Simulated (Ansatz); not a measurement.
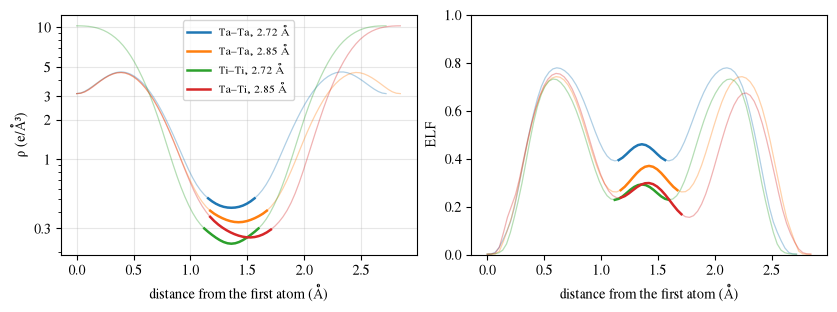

Ta2Ti. Valence charge density (pseudo) and electron localisation function along straight lines between neighbouring atoms. Thin, pale parts lie inside the atomic spheres.

Space group P6/mmm; a structure generated by program, which may or may not match a known phase; computed without spin polarisation.

Computed with DFT PBE, scalar-relativistic, plane waves, PAW in Ansatz.

Core electrons are frozen (PAW), and the valence fields are smoothed inside the atomic spheres.

> What can be read from the curves?

Ta–Ta (2.72 Å): ρ is about 0.43 e/Å³ halfway; the ELF is about 0.45 at the midpoint.
Ta–Ta (2.85 Å): ρ is about 0.33 e/Å³ halfway; the ELF is about 0.35 at the midpoint.
Ti–Ti (2.72 Å): ρ at the midpoint is about 0.23 e/Å³; the ELF is about 0.30 at the midpoint; no shared electron pair shows on this line.
Ta–Ti (2.85 Å): ρ is about 0.26 e/Å³ halfway; the ELF is about 0.30 at the midpoint: no localised pair shows between them.
